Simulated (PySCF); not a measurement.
C2H9FN2Si2

```xyz
16

N     2.2134    0.9504   -0.1372
Si    0.9754    0.0238   -0.8879
C    -0.6653    0.9682   -0.7338
C    -1.3528    0.5094    0.5448
F    -0.7481    1.1585    1.6291
Si   -1.0714   -1.3736    0.7769
N     0.4170   -1.4334   -0.0895
H     3.1535    0.5940   -0.0894
H     1.9862    1.4486    0.7100
H     1.4306   -0.3206   -2.2310
H    -0.5419    2.0508   -0.7232
H    -1.3162    0.7242   -1.5716
H    -2.3978    0.8358    0.5803
H    -2.1315   -2.1518    0.1255
H    -0.9238   -1.6998    2.1942
H     0.9651   -2.2756   -0.1087
```

Geometry: GFN2-xTB.

The calculation used PBE0/def2-SVPD, SCF density, gas phase in PySCF.

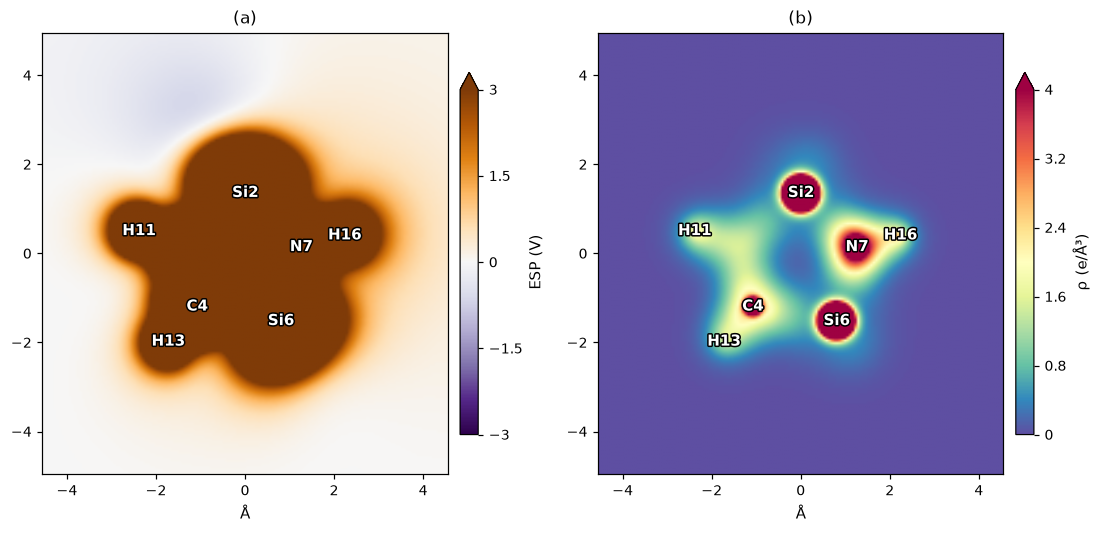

Figure 1. (a) molecular electrostatic potential; (b) electron density on the plane of atoms Si2, N7 and Si6.

### Read the bonding off the picture.

- Atoms in the plane: Si, C, N and H.
- Si–N (1.72 Å): the density is about 1.1 e/Å³ at the midpoint.
- C–Si (1.92 Å): the density is about 0.95 e/Å³ at the midpoint.
- N–H (1.01 Å): ρ at the midpoint is about 2.8 e/Å³.
- C–H (1.10 Å): the density is about 2 e/Å³ at the midpoint.
- Outside the dense part of the molecule the potential is most negative (−0.6 V) near N1, which lies off the plane.

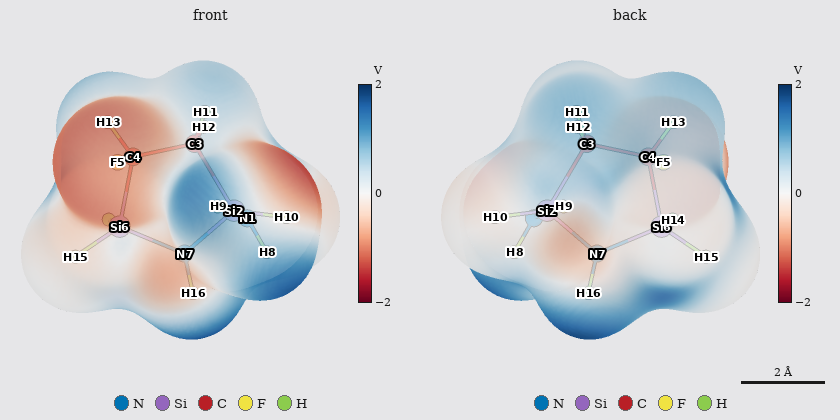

Figure 2. The electrostatic potential painted on the density surface at 0.002 e/bohr³, seen from the front and from behind; red is negative and blue positive.

### Describe the electrostatic potential map.

The most negative region (about −1.3 V) lies over N1, the most positive (about +1.7 V) over H8 and H16. N1 is the likeliest acceptor of a hydrogen bond.

### What dipole moment does the calculation give?

Its dipole moment is 1.39 D.
